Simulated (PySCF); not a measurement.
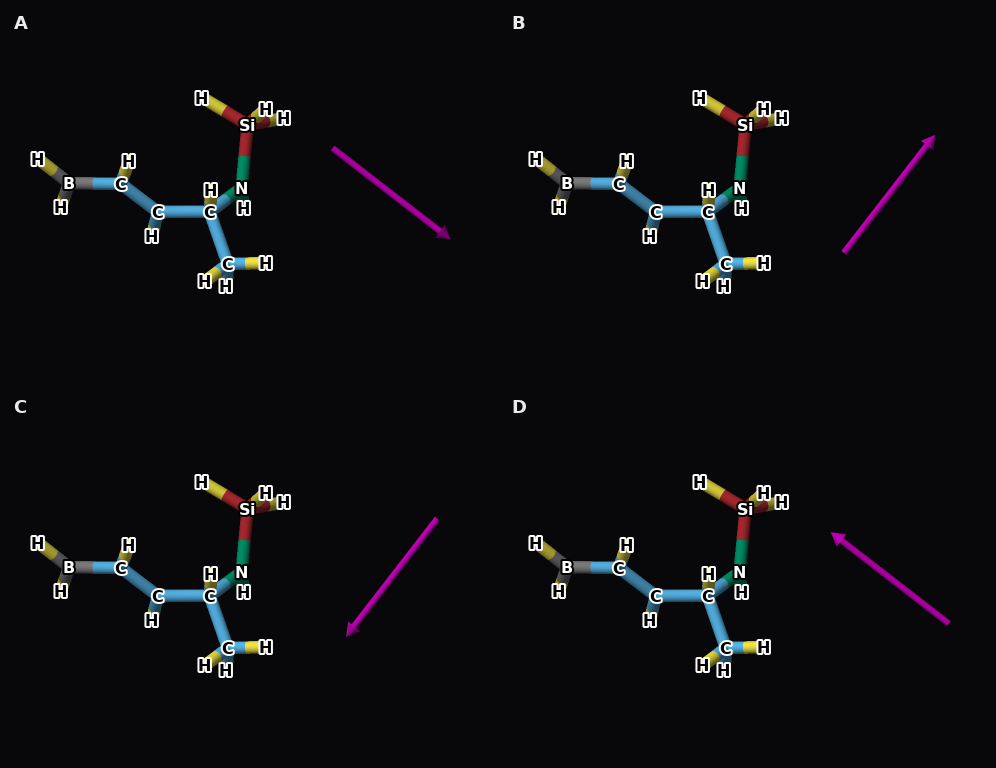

The same molecule four times, each with an arrow. Computed geometry: GFN2-xTB optimisation. No frequency run is at hand to confirm it as a minimum. Method: B3LYP/def2-SVPD, gas phase (PySCF 2.14.0).

### Which arrow points along the dipole moment, from the negative to the positive end?

A. The dipole moment is 1.72 D.

The geometry is semi-empirical. Around B, Si such bond lengths and angles can be off by a tenth of an ångström or more and by several degrees, and values that hang on the shape move with them.
